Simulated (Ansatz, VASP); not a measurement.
# Cross-check of ZrB2 between VASP and Ansatz, part 2 of 2

Aim: how closely do two programs agree when they are given the same cell, functional and k mesh? The start cell is built, not measured: As first built, before any earlier steps moved the atoms (in the runner's words): it takes the HfB2 structure with some of its atoms replaced by other elements, volume scaled by an estimate. The cell is taken from a series of VASP runs on this material, whose earlier steps may have relaxed, scaled or displaced it; both programs get it as it stands. Valence electrons are named where the data sets of a main pair hold unlike numbers.

VASP 6.6.1 and Ansatz 0.2.0.

So far. Step 3 (Ansatz: single point, BLYP with D3(BJ)): The run ends at a pressure of -0.38 GPa. Step 5 (VASP: band structure, BLYP with D3(BJ)): The run ends at a pressure of 0.07 GPa.

## Step 6: Ansatz: band structure, BLYP with D3(BJ)

Level of this step: Ansatz beside VASP: Kohn-Sham DFT, plane waves, BLYP with D3(BJ) (Ansatz).

The same cell, functional (in two slightly different forms), mesh and smearing now go to Ansatz, which takes its cutoff from its data sets.

The cell is taken from a series of VASP runs on this material, whose earlier steps may have relaxed, scaled or displaced it; both programs get it as it stands.

input.yaml

```yaml
crystal:
  lattice:
    - [3.1241735893, 0.0, 0.0]
    - [-1.5620867947, 2.705614454, 0.0]
    - [0.0, 0.0, 3.5397052372]
  atoms:
    - { symbol: Zr, position: [0.0, 0.0, 0.0] }
    - { symbol: B, position: [0.33333333, 0.66666667, 0.5] }
    - { symbol: B, position: [0.66666667, 0.33333333, 0.5] }
hamiltonian:
  xc: blyp
  pseudopotentials: { kind: paw }
  dispersion: d3bj
kpoints:
  mp_grid: { grid: [8, 8, 6] }
  band_path:
    path:
      - [0.0, 0.0, 0.0]
      - [0.13333, 0.0, 0.0]
      - [0.3, 0.0, 0.0]
      - [0.46667, 0.0, 0.0]
      - [0.46667, 0.06667, 0.0]
      - [0.41111, 0.17778, 0.0]
      - [0.35556, 0.28889, 0.0]
      - [0.28889, 0.28889, 0.0]
      - [0.17778, 0.17778, 0.0]
      - [0.06667, 0.06667, 0.0]
      - [0.0, 0.0, 0.03333]
      - [0.0, 0.0, 0.2]
      - [0.0, 0.0, 0.36667]
      - [0.0, 0.0, 0.5]
      - [0.16667, 0.0, 0.5]
      - [0.3, 0.0, 0.5]
      - [0.46667, 0.0, 0.5]
      - [0.46667, 0.06667, 0.5]
      - [0.41111, 0.17778, 0.5]
      - [0.35556, 0.28889, 0.5]
      - [0.28889, 0.28889, 0.5]
      - [0.17778, 0.17778, 0.5]
      - [0.06667, 0.06667, 0.5]
      - [0.5, 0.0, 0.46667]
      - [0.5, 0.0, 0.3]
      - [0.5, 0.0, 0.13333]
      - [0.33333, 0.33333, 0.0]
      - [0.33333, 0.33333, 0.16667]
      - [0.33333, 0.33333, 0.33333]
      - [0.33333, 0.33333, 0.5]
    npoints: 1
scf:
  occupations: { method: fermi_dirac, width: 0.05 }
  n_extra_bands: 7
output:
  forces: true
  stress: true
  eigenvalues: true
```

Command:

```console
$ ansatz run input.yaml --threads 2 --pin off --max-ram 4608MiB --backend cpu --events-out ev --progress --plain --runs-dir out
```

Numbers of over 12 decimals in the logs are rounded to 6 here.

The program printed:

```text
[...]
Crystal: 3 atoms, lattice volume = 29.920 Å³
Basis set: ecut = 420 eV, 563 PW (Γ), exchange–correlation on 48×48×48 points (8 copies of the dense FFT grid, shifted against one another)
Bands: 16, of which v1, the nominal top of the filled ones, is band 9 counted from 1 (8 counted from 0)
Symmetry: 24 space group operations
[...]
k-points: 40 of 384
[...]
k-point 0: bands = [... 5 lower, 14.1314, 14.1314, 14.1727, 14.2883, 20.1858, 20.1858, 20.7571, 20.7571, ... 3 higher]
  k-point 1: bands = [... 5 lower, 12.4540, 14.3854, 14.3854, 15.8883, 18.9102, 18.9102, 20.0160, 20.0160, ... 3 higher]
  k-point 2: bands = [... 5 lower, 10.7250, 15.0930, 15.0930, 17.4624, 17.6908, 17.6908, 18.5067, 18.5067, ... 3 higher]
  k-point 39: bands = [... 5 lower, 8.5432, 11.8196, 13.7786, 14.3726, 20.6494, 22.5268, 22.7697, 22.8626, ... 3 higher]
[key lines of the parts left out:]
SCF converged after 6 iterations
Free energy (F): -4514.424683 eV
Fermi energy:    16.833979 eV
P = ⅓ Tr σ = -0.3827 GPa (-3.827 kbar)
```

The job ended after 2.6 s (2 threads of Arm Neoverse N1, shared host; peak memory 0.29 GiB).

## Step 7: Comparison

Both answers:

| quantity | Ansatz | VASP | difference |
| --- | --- | --- | --- |
| pressure (GPa) | -0.38 | 0.07 | -0.45 |
| pressure without Ansatz's Pulay correction (GPa) | -0.62 | 0.07 | -0.69 |

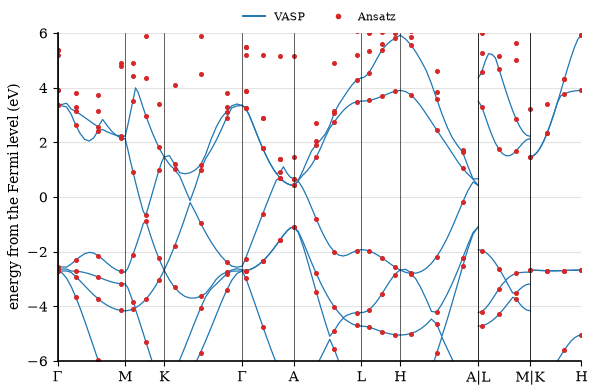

Bands from VASP (lines) and levels from Ansatz (dots). Dots without a line are higher empty bands that the VASP plot leaves out.

Levels from 3 eV below to 2 eV above the Fermi level differ by 6 meV r.m.s. and 16 meV at most; each VASP level is matched to the nearest of Ansatz, which flatters the figure a little. Ansatz's pressure holds a Pulay correction of 0.24 GPa; VASP's holds none.

## Step 8: VASP: band structure, r2SCAN

A single point gives forces, pressure and levels at one fixed geometry, so differences don't come from the geometry; what else differs is listed under the comparison.

INCAR

```
SYSTEM = ZrB2
PREC = Accurate
ENCUT = 420
EDIFF = 1E-06
NELM = 100
ISMEAR = -1
SIGMA = 0.05
LREAL = .FALSE.
ALGO = Normal
METAGGA = R2SCAN
LASPH = .TRUE.
LORBIT = 11
LWAVE = .FALSE.
LCHARG = .FALSE.
```

POSCAR

```
ZrB2
1.0
    3.1241735893      0.0000000000      0.0000000000
   -1.5620867947      2.7056144540      0.0000000000
    0.0000000000      0.0000000000      3.5397052372
Zr B
1 2
Direct
    0.0000000000      0.0000000000      0.0000000000
    0.3333333300      0.6666666700      0.5000000000
    0.6666666700      0.3333333300      0.5000000000
```

KPOINTS

```
Automatic mesh
0
Gamma
8 8 6
0 0 0
```

KPOINTS_OPT

```
Line mode
16
Line-mode
Reciprocal
  0.00000000   0.00000000   0.00000000 GAMMA
  0.50000000   0.00000000   0.00000000 M

  0.50000000   0.00000000   0.00000000 M
  0.33333333   0.33333333   0.00000000 K

  0.33333333   0.33333333   0.00000000 K
  0.00000000   0.00000000   0.00000000 GAMMA

  0.00000000   0.00000000   0.00000000 GAMMA
  0.00000000   0.00000000   0.50000000 A

  0.00000000   0.00000000   0.50000000 A
  0.50000000   0.00000000   0.50000000 L

  0.50000000   0.00000000   0.50000000 L
  0.33333333   0.33333333   0.50000000 H

  0.33333333   0.33333333   0.50000000 H
  0.00000000   0.00000000   0.50000000 A

  0.50000000   0.00000000   0.50000000 L
  0.50000000   0.00000000   0.00000000 M

  0.33333333   0.33333333   0.00000000 K
  0.33333333   0.33333333   0.50000000 H
```

PAW data sets: Zr_sv and B (PBE family, release 64).

Command:

```console
$ mpirun -np 1 vasp_std
```

The program printed:

```text
[banner, memory and clock lines left out]
running    1 mpi-ranks, on    1 nodes
[...]
[... a notice as in an earlier step ...]

 LDA part: xc-table for (None), standard interpolation
 POSCAR, INCAR and KPOINTS ok, starting setup
[...]
entering main loop
       N       E                     dE             d eps       ncg     rms          rms(c)
DAV:   1     0.793792222302E+02    0.79379E+02   -0.90079E+03  1040   0.121E+03
DAV:   2    -0.445899300097E+02   -0.12397E+03   -0.11968E+03  1230   0.322E+02
DAV:   3    -0.494390807454E+02   -0.48492E+01   -0.48036E+01  1684   0.566E+01
DAV:   4    -0.495433386411E+02   -0.10426E+00   -0.10421E+00  1301   0.806E+00
[...]
DAV:  10    -0.406085491694E+02   -0.47358E-03   -0.55333E-04  1552   0.246E-01    0.500E-02
DAV:  11    -0.406085876179E+02   -0.38449E-04   -0.61553E-05  1175   0.848E-02    0.146E-02
DAV:  12    -0.406085883196E+02   -0.70168E-06   -0.22872E-06  1182   0.150E-02
   1 F= -.40608588E+02 E0= -.40607546E+02  d E =-.208467E-02
 Start KPOINTS_OPT (optional k-point list driver)
k-point batch [1-40\144]
       N       E                     dE             ncg
DAV:   1     0.776512219638E+02   -0.19640E+05     1040
DAV:   2    -0.485881841903E+04   -0.49365E+04     1260
DAV:   3    -0.504478357030E+04   -0.18597E+03     1692
DAV:   4    -0.504798671985E+04   -0.32031E+01     1228
DAV:   5    -0.504804874608E+04   -0.62026E-01     1595
DAV:   6    -0.504804941312E+04   -0.66705E-03     1273
DAV:   7    -0.504804941723E+04   -0.41089E-05     1117
DAV:   8    -0.504804941747E+04   -0.23894E-06      900
[...]
k-point batch [121-144\144]
       N       E                     dE             ncg
DAV:   1     0.936518639954E+04   -0.16491E+05      624
DAV:   2     0.653880562249E+04   -0.28264E+04      744
DAV:   3     0.644630631209E+04   -0.92499E+02     1051
DAV:   4     0.644535108662E+04   -0.95523E+00      750
DAV:   5     0.644533040850E+04   -0.20678E-01      977
DAV:   6     0.644533028765E+04   -0.12085E-03      780
DAV:   7     0.644533028659E+04   -0.10584E-05      665
DAV:   8     0.644533028644E+04   -0.15208E-06      587
```

Parts of OUTCAR (step 8):

```text
  Total        1.8214151      1.8214162      0.9429982     -0.0000000      0.0000000      0.0000000
  in kB       97.5329500     97.5330047     50.4955701     -0.0000000      0.0000000      0.0000000
  external PRESSURE =      81.8538416 kB  Pullay stress =       0.0000000 kB

 POSITION                                       TOTAL-FORCE (eV/Angst)
 -----------------------------------------------------------------------------------
      0.00000      0.00000      0.00000         0.000000      0.000000      0.000000
     -0.00000      1.80374      1.76985         0.000000      0.000000      0.000000
      1.56209      0.90187      1.76985        -0.000000     -0.000000     -0.000000
 -----------------------------------------------------------------------------------
    total drift:                                0.000000     -0.000000     -0.000000

  FREE ENERGIE OF THE ION-ELECTRON SYSTEM (eV)
  ---------------------------------------------------
  free  energy   TOTEN  =       -40.6085883196 eV

  energy  without entropy=      -40.6065036539  energy(sigma->0) =      -40.60754599

[... 2 parts as in an earlier step ...]

[... 1 further part left out ...]
[key lines of the parts left out:]
E-fermi :  11.0349
```

At this level the cell is under a pressure of 8.2 GPa, so at these settings it is away from equilibrium.

## Step 9: Ansatz: band structure, r2SCAN

The same cell, functional, mesh and smearing now go to Ansatz, which takes its cutoff from its data sets.

The cell is taken from a series of VASP runs on this material, whose earlier steps may have relaxed, scaled or displaced it; both programs get it as it stands.

input.yaml: that of step 6 with these lines changed.

```diff
@@ -10,5 +10,4 @@
 hamiltonian:
-  xc: blyp
+  xc: r2scan
   pseudopotentials: { kind: paw }
-  dispersion: d3bj
 kpoints:
```

Command:

```console
$ ansatz run input.yaml --threads 2 --pin off --max-ram 4608MiB --backend cpu --events-out ev --progress --plain --runs-dir out
```

The program printed:

```text
[...]
Crystal: 3 atoms, lattice volume = 29.920 Å³
Basis set: ecut = 500 eV, 781 PW (Γ), exchange–correlation on 96×96×108 points (64 copies of the dense FFT grid, shifted against one another)
Bands: 16, of which v1, the nominal top of the filled ones, is band 9 counted from 1 (8 counted from 0)
Symmetry: 24 space group operations
[...]
k-points: 40 of 384
[...]
k-point 0: bands = [... 5 lower, 13.5774, 13.6344, 13.6387, 13.6387, 20.1073, 20.1073, 20.7956, 20.7956, ... 3 higher]
  k-point 1: bands = [... 5 lower, 11.6724, 13.9095, 13.9095, 15.4371, 18.6603, 18.6603, 19.9712, 19.9712, ... 3 higher]
  k-point 2: bands = [... 5 lower, 9.8194, 14.6659, 14.6659, 17.1886, 17.3484, 17.3484, 18.3206, 18.3206, ... 3 higher]
  k-point 39: bands = [... 5 lower, 7.5217, 11.0346, 13.1043, 13.6878, 20.6131, 22.5332, 22.8335, 22.9275, ... 3 higher]
[key lines of the parts left out:]
SCF converged after 6 iterations
Free energy (F): -4511.306587 eV
Fermi energy:    16.450039 eV
P = ⅓ Tr σ = 8.0813 GPa (80.813 kbar)
```

The job ended after 5 s (2 threads; peak memory 0.36 GiB).

## Step 10: Differences

What differs besides the data sets and the points named for the pairs above, as far as they apply: VASP keeps PBE cores, Ansatz makes them for the functional; the cutoff is 500 eV in Ansatz and 420 eV in VASP. Total energies have different zeros and are not compared.

The two programs side by side:

| quantity | Ansatz | VASP | difference |
| --- | --- | --- | --- |
| pressure (GPa) | 8.08 | 8.19 | -0.10 |
| pressure without Ansatz's Pulay correction (GPa) | 7.99 | 8.19 | -0.20 |

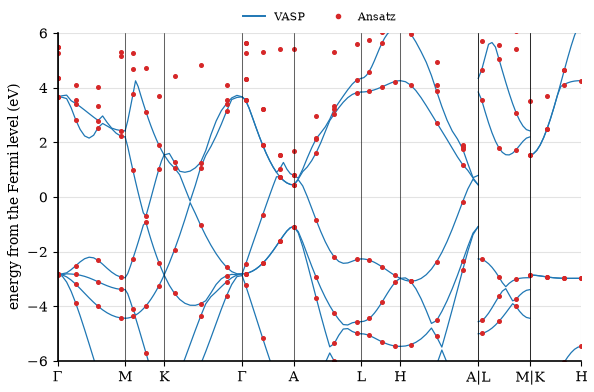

Bands from VASP (lines) and levels from Ansatz (dots). Dots without a line are higher empty bands that the VASP plot leaves out.

Levels from 3 eV below to 2 eV above the Fermi level differ by 3 meV r.m.s. and 7 meV at most; each VASP level is matched to the nearest of Ansatz, which flatters the figure a little. Ansatz's pressure holds a Pulay correction of 0.10 GPa; VASP's holds none.

## Step 11: Outcome

```yaml
difference_in_pressure_single_point_blyp_with_d3_bj: -0.45 GPa
r_m_s_difference_of_levels_near_the_fermi_level_band_structure_blyp_with_d3_bj: 6.2 meV
r_m_s_difference_of_levels_near_the_fermi_level_band_structure_r2scan: 2.6 meV
```

The difference in pressure is -0.45 GPa (single point, BLYP with D3(BJ)), within the 1 GPa picked in this series as the mark of a large difference. How closely two codes agree says nothing of how well the functional describes the real material.

[Lines on the potential files, build, host, timing and source positions are cut from VASP's logs without a mark.]

[Logs are printed without paths, hosts, clocks, repeated set-up lines and the standing remarks that a program may print on its own settings, such as how far it seeks lower states.]

[Hosts, paths, dates, database ids (printed as entryN), source tags and the programs' standing remarks are cut or masked in the printed files.]
